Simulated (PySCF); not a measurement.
H₂O₂S, SMILES `O=[SH2]=O`.

Computed with PySCF, LDA (SVWN)/cc-pVDZ, geometry: GFN2-xTB. No frequency check shows the geometry to be a minimum. GFN2-xTB bond lengths at metals and heavier atoms can be off by up to 0.1 Å and shapes distorted, which carries into these values.

Geometry (Å), atoms numbered from 1:

```
O1       1.2424    0.4213    0.0000
S2       0.0000   -0.2767    0.0000
O3      -1.2424    0.4213    0.0000
H4       0.0000   -1.1564   -1.0870
H5       0.0000   -1.1564    1.0870
```

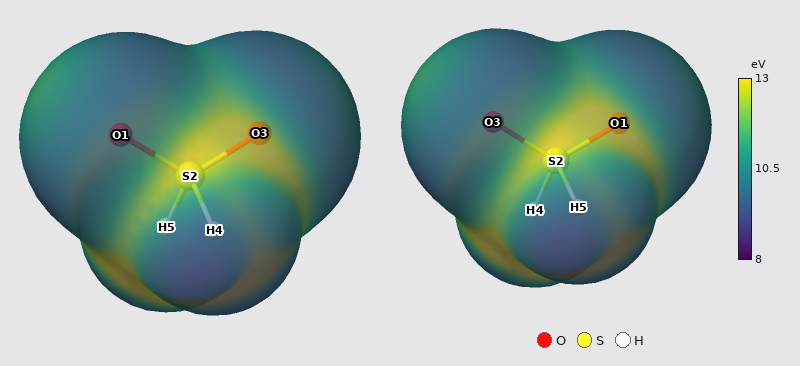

Average local ionisation energy on the surface of electron density 0.001 a.u. (back view left, front view right).

Locate the minima of the map.

Answer. The lowest value is 9.0 eV, 1.4 Å from H4, and at like points elsewhere. Further minima include 9.5 eV, 1.8 Å from O3, and at like points elsewhere. For comparison, the highest occupied orbital lies at −7.3 eV.

What volume does the surface enclose, and what is the dipole moment?

Answer. About 62 Å³; the dipole moment is 3.0 D.

Cost of the run: 3 s on 1 thread of Arm Neoverse V2, with other jobs on the host, peak memory 0.17 GiB.
